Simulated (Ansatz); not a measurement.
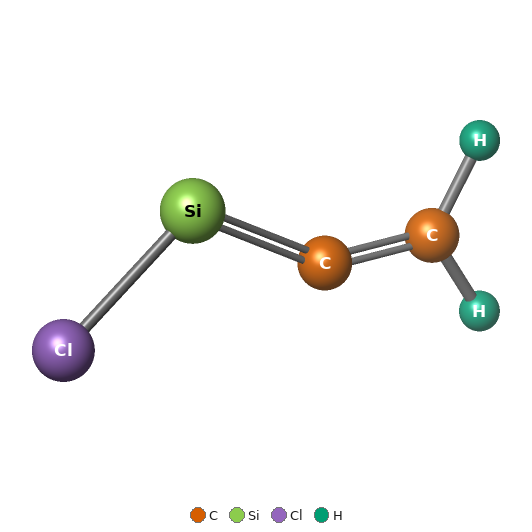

Charge +1, singlet. Computed geometry: PBE0-D4/def2-TZVP optimisation. No frequency run is at hand to confirm it as a minimum. Level of theory: RKS PBE0-D4/def2-TZVPP (Ansatz 0.2.0).

Predict the main results.

The species is C2H2ClSi(+) (`C=C=[Si+]Cl`).
- HOMO energy (Kohn–Sham orbital): −13.23 eV
- LUMO energy (Kohn–Sham orbital): −9.47 eV
- HOMO–LUMO gap: 3.76 eV
